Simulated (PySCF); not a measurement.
**Run report: C$_{3}$H$_{10}$FSi$_{2}$, EPR calculation**

- system: C$_{3}$H$_{10}$FSi$_{2}$, multiplicity 2, SMILES C[SiH2]C[C](F)[SiH3]
- method: UKS B3LYP, pcH-1 on C F H Si, non-relativistic, mean-field spin-orbit, GIAO (PySCF 2.14.0)

It belongs to a series of runs on one base structure; here: H removed from sp3 C.

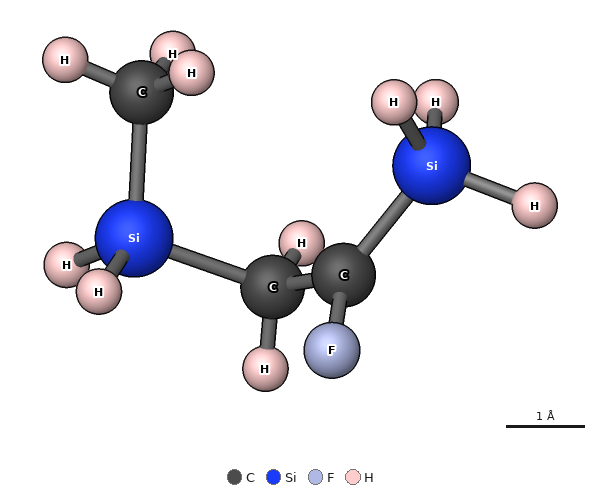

The input geometry (ball-and-stick view, seen at a tilt). Bond lengths as drawn: C–C 1.46 Å, C–F 1.37 Å, C–H 1.09 Å, C–Si 1.85 to 1.94 Å and H–Si 1.46 to 1.47 Å.

## The input
```
{"job": {"kind": "epr", "basis": "pcH-1"}, "charge": 0, "multiplicity": 2}
C     -1.855682     0.686671     0.863683
Si    -1.374970    -1.085225     0.394832
C      0.241978    -0.993617    -0.675238
C      1.378868    -0.521904     0.112033
F      1.918096    -1.487332     0.913931
Si     2.019129     1.204062     0.333052
H     -2.787618     0.704942     1.420446
H     -1.091280     1.152232     1.479726
H     -1.986961     1.308674    -0.017657
H     -2.407478    -1.716304    -0.437966
H     -1.105655    -1.906653     1.576937
H      0.430237    -1.999004    -1.055270
H      0.074239    -0.321276    -1.513248
H      3.475998     1.221810     0.172480
H      1.354829     1.997080    -0.702809
H      1.708671     1.764789     1.658624
```

The first line tells a small driver script what to run in PySCF; the rest is the geometry in Å.

Run as:
```bash
OMP_NUM_THREADS=1 python <driver script> task.json out
```

## Log
```
UKS, coarse grid
  cycle   1  E = -799.08682499  |g| = 4.32e-01
  cycle   2  E = -799.03732468  |g| = 5.79e-01
  cycle   3  E = -799.15587080  |g| = 8.39e-02
  cycle   4  E = -799.15754253  |g| = 3.76e-02
  cycle   5  E = -799.15814973  |g| = 6.06e-03
  cycle   6  E = -799.15817369  |g| = 1.69e-03
  cycle   7  E = -799.15817530  |g| = 7.26e-04
UKS, final grid
  cycle   1  E = -799.15823972  |g| = 7.27e-04
  cycle   2  E = -799.15823961  |g| = 9.14e-04
  cycle   3  E = -799.15823998  |g| = 1.71e-04
  cycle   4  E = -799.15823999  |g| = 3.88e-05
  cycle   5  E = -799.15824000  |g| = 2.63e-05
E = -799.15824000 Eh   <S^2> = 0.7539 (exact 0.7500)
g shifts (ppm)      1          2          3
  rmc          -184       -184       -184
  gc             -5         24         37
  oz_so        -123       2511       2849
  total        -311       2352       2702
hyperfine (MHz)  atom isotope    a_iso     a_fc   dipolar eigenvalues
    0   13C      -1.73      -1.73     -0.60      0.01      0.59
    1  29Si    -113.49    -113.64    -21.69     10.33     11.35
    2   13C     -27.00     -27.02     -3.81     -0.10      3.91
    3   13C      96.47      96.42    -75.79    -73.15    148.94
    4   19F     126.87     126.35   -227.20   -194.74    421.94
    5  29Si      43.98      44.04     -1.97     -1.91      3.88
    6    1H      -0.26      -0.26     -1.08     -0.53      1.61
    7    1H       0.10       0.10     -2.47     -1.69      4.15
    8    1H       1.00       1.00     -1.43     -1.01      2.44
    9    1H      17.99      17.99     -2.16     -0.96      3.12
   10    1H      -2.04      -2.04     -2.62     -1.49      4.11
   11    1H      69.36      69.35     -4.57     -3.57      8.15
   12    1H      21.50      21.49     -4.30     -4.01      8.31
   13    1H      49.03      49.03     -3.31     -2.12      5.43
   14    1H      -3.30      -3.30     -3.56     -2.66      6.22
   15    1H      70.38      70.38     -3.19     -1.67      4.86
```

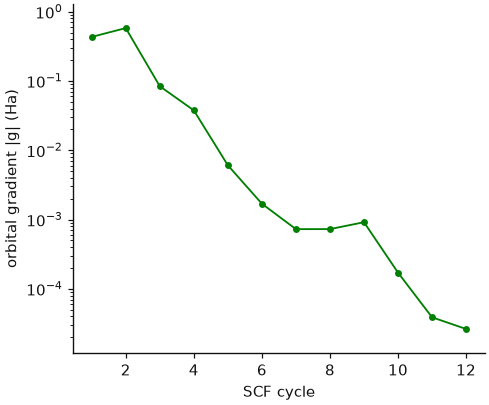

Convergence of the self-consistent field: orbital gradient |g| against the SCF cycle. All cycles printed in the log are drawn one after another.

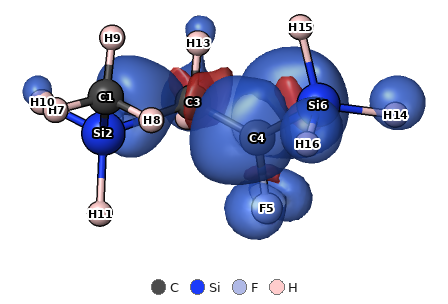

Isosurfaces of the spin density at +0.01 (blue) and −0.01 e/Å³ (red), seen from the side. The unpaired spin (1 electron) lies mostly on C4 (about 0.6), C3 (about 0.1), F5 (about 0.1) and Si6 (about 0.1), in electrons by Hirshfeld's partition.

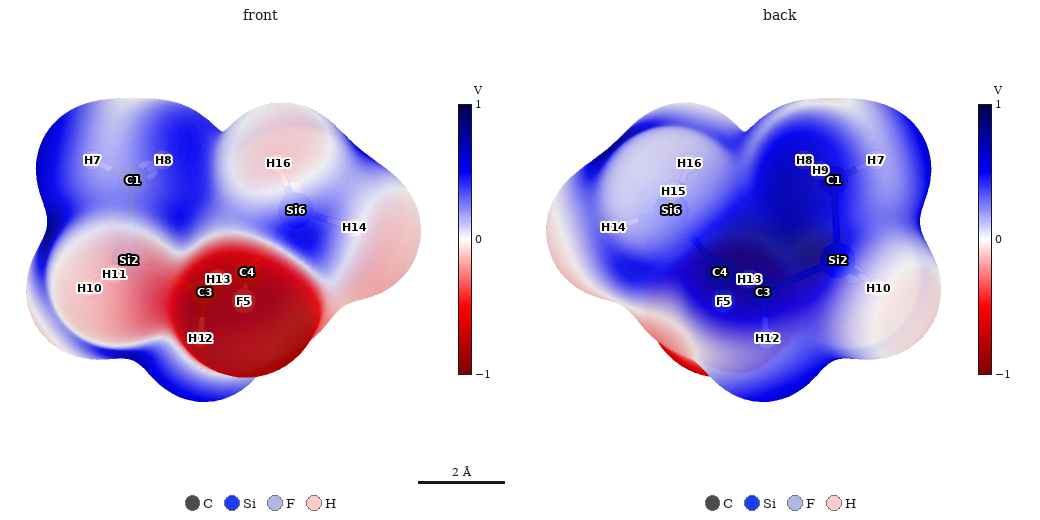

The molecular electrostatic potential painted on the density surface at 0.001 e/bohr³, seen at a tilt and from behind; red is negative and blue positive.

## Summary

| quantity | value |
| --- | --- |
| outcome | converged |
| total energy | −799.158240 hartree |
| ⟨S²⟩ | 0.754 |
| isotropic g | 2.0039 |
| hardware | 1 CPU thread, shared host |
| wall time | 75 s |
| peak memory | 1 GiB |
